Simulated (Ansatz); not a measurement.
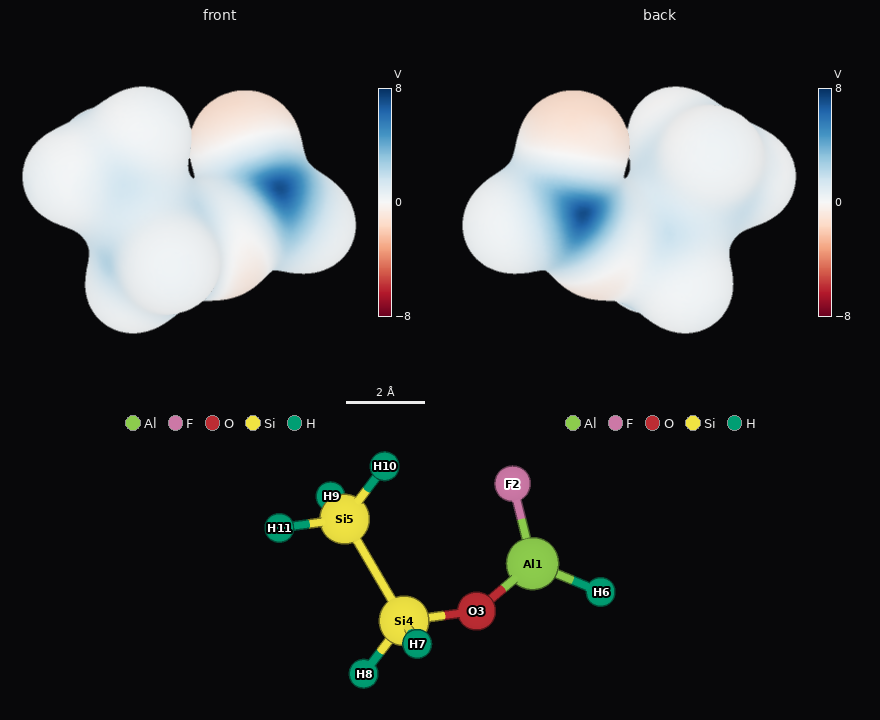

*AlFH$_{6}$OSi$_{2}$ (SMILES [F][AlH][O][SiH2][SiH3]). The molecular electrostatic potential painted on the density surface at 0.004 e/bohr³, seen from the front and from behind; red is negative and blue positive. The bare structure is drawn below in the same view.*

Geometry: PBE0-D3(BJ)/def2-SVP.

Computed with isolated molecule in a Gaussian basis; Kohn-Sham density functional theory, functional PBE0 in Ansatz 0.2.0.

```xyz
11

Al    2.0255    0.2560   -1.5927
F     1.2573    1.7240   -1.7297
O     2.4676   -0.2427   -0.0405
Si    2.5470   -0.0081    1.6029
Si    1.5726    2.0530    2.1736
H     2.3113   -0.6018   -2.8683
H     3.9779   -0.0362    2.0389
H     1.8313   -1.1229    2.2979
H     0.1370    2.0791    1.7554
H     2.2945    3.1714    1.4920
H     1.6466    2.2640    3.6539
```

**Where is the surface potential most negative and most positive?**

The most negative region (about −1.3 V, or −30 kcal/mol for a unit charge) lies over F2, the most positive (about +6.7 V, or +155 kcal/mol for a unit charge) over Al1.

**What dipole moment does the calculation give?**

Its dipole moment is 1.20 D.
